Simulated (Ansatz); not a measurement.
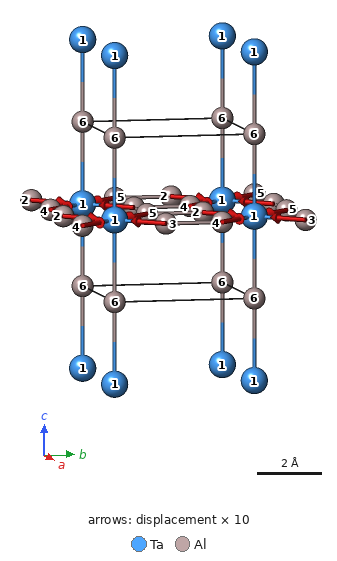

This is a relaxation of solid TaAl₅ (a generated structure, set up in P4/mmm) (coarse preliminary run). The starting structure is drawn; red arrows show the displacements (the part carried along by the change of the cell is left out), magnified 10 times.

A ball-and-stick model of the cell of the calculation, seen slightly off an axis.

All numbers below come from Ansatz, DFT PBE, scalar-relativistic, plane waves, PAW.

Input file:
```yaml
crystal:
  lattice:
    - [4.54853978, 0.0, 0.0]
    - [0.0, 4.54853978, 0.0]
    - [0.0, 0.0, 5.25142127]
  atoms:
    - { symbol: Ta, position: [0.0, 0.0, 0.5] }
    - { symbol: Al, position: [0.70096638, 0.70096638, 0.5] }
    - { symbol: Al, position: [0.29903362, 0.29903362, 0.5] }
    - { symbol: Al, position: [0.29903362, 0.70096638, 0.5] }
    - { symbol: Al, position: [0.70096638, 0.29903362, 0.5] }
    - { symbol: Al, position: [0.0, 0.0, 0.0] }
basis:
  ecutwfc: 420
kpoints:
  mp_grid: { grid: [4, 4, 4] }
hamiltonian:
  xc: pbe
scf:
  occupations: { method: gaussian, width: 0.1 }
  lower_state_search: "off"
output:
  forces: true
  stress: true
  eigenvalues: true
relax:
  adjacent_minimum: "off"
  f_tol: 0.04
  max_steps: 70
  cell: { stress_tol: 0.4 }
```

Run as
```bash
ansatz run input.yaml --threads 1 --pin off --max-ram 2560MiB --backend cpu --events-out ev --progress --plain --runs-dir out
```

> Describe the change and its energy.

The energy falls by 26.634 eV per cell of the calculation in 10 accepted moves (12 points after the start). The largest force component goes from 4.1 to 0.0015 eV/Å. The pressure goes from 98.29 to −0.01 GPa. At 2 points the geometry stayed and the basis and grid were re-selected for the new cell (energy shift of 0.509 eV per cell of the calculation at most each time). The largest moves relative to the cell, 0.13 Å, are those of Al2, Al3, Al4 and Al5. Al2 goes along [1 1 0]. Ta stays in place. Cell: a = b 4.549 → 6.323 Å (+39.0 %), c 5.251 → 5.170 Å (−1.5 %). Volume +90.3 %. Among the contacts that change: Al2–Al4 1.828 → 2.732 Å, Ta1–Al2 1.924 → 2.539 Å, Ta1–Al6 2.626 → 2.585 Å. The space group stays P4/mmm (No. 123).
